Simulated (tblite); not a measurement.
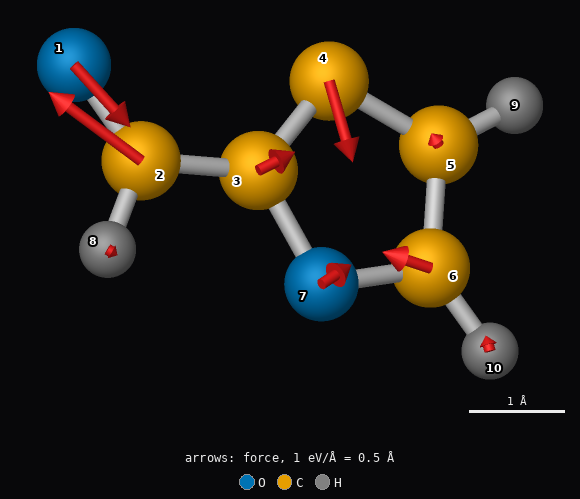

Starting geometry of C5H3O2 (multiplicity 2) with the computed forces as red arrows. The picture is a ball-and-stick view, seen at a tilt.

Theory: GFN2-xTB geometry optimisation, gas phase in tblite. 

Question: Is this structure relaxed? If not, where do the atoms go?

Answer: It isn't relaxed: the largest force vector, on C2, is 2.48 eV/Å. The final displacements follow the starting forces only in part (cosine between the two patterns 0.73). The atom that moves furthest after the best rigid fit is C4 (0.044 Å). By element the largest moves are C 0.044 Å, H 0.032 Å, O 0.011 Å. Some distances before and after: O1–C2 1.234 → 1.204 Å, C6–O7 1.363 → 1.336 Å, C2–C3 1.421 → 1.446 Å, C4–C5 1.417 → 1.394 Å. Bond angles that change, for instance: O1–C2–H8 118.6° → 122.2°, C5–C6–H10 134.0° → 130.8°, C3–C4–C5 106.5° → 109.4°. The energy falls by 0.108 eV in 11 geometry steps.
